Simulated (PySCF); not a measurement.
```xyz
14

C     2.3272    0.6632    1.2417
C     2.1696    0.6921   -0.0475
S     1.6845    0.6928   -1.5550
S    -0.1492   -0.6839   -1.8089
C    -0.3772   -1.1477   -0.0557
O    -0.7458   -0.1043    0.7708
C    -2.0358    0.4064    0.5107
H     3.3023    0.6571    1.7027
H     1.4738    0.6687    1.9079
H     0.5722   -1.5359    0.3169
H    -1.1277   -1.9478   -0.0842
H    -2.7984   -0.3665    0.6593
H    -2.1041    0.7845   -0.5145
H    -2.1922    1.2209    1.2137
```

Geometry: GFN2-xTB.

These are results of PySCF 2.14.0, density-fitted response routines, UKS B3LYP, pcH-1 on C H O S, non-relativistic, mean-field spin-orbit, GIAO, not measurements.

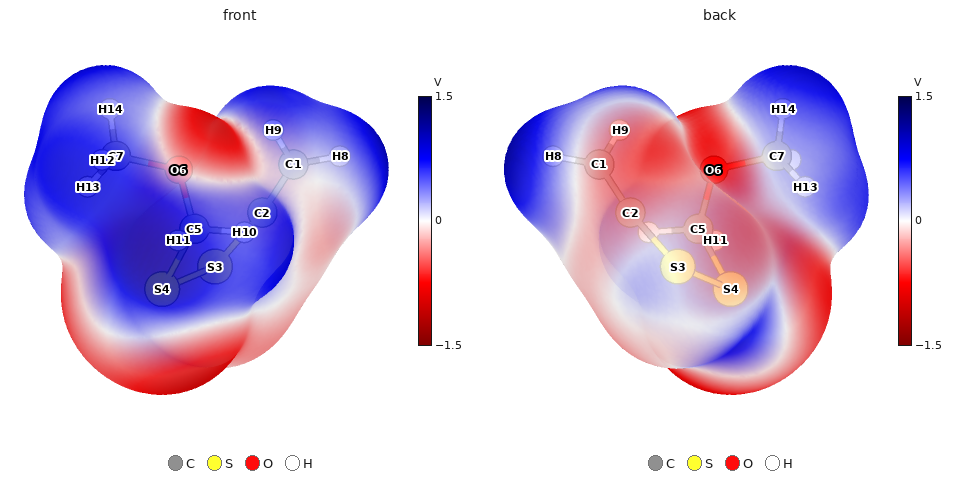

C₄H₇OS₂ (SMILES C=[C]SSCOC) (doublet). The molecular electrostatic potential painted on the density surface at 0.002 e/bohr³, seen from the front and from behind; the colour scale runs from red (negative) to blue (positive).

### Which sites attract a positive test charge, and which a negative one?

A positive charge is drawn to the negative regions and a negative charge to the positive ones. The most negative region (about −1.0 V) lies over S4, the most positive (about +1.1 V) over H8 and H11.
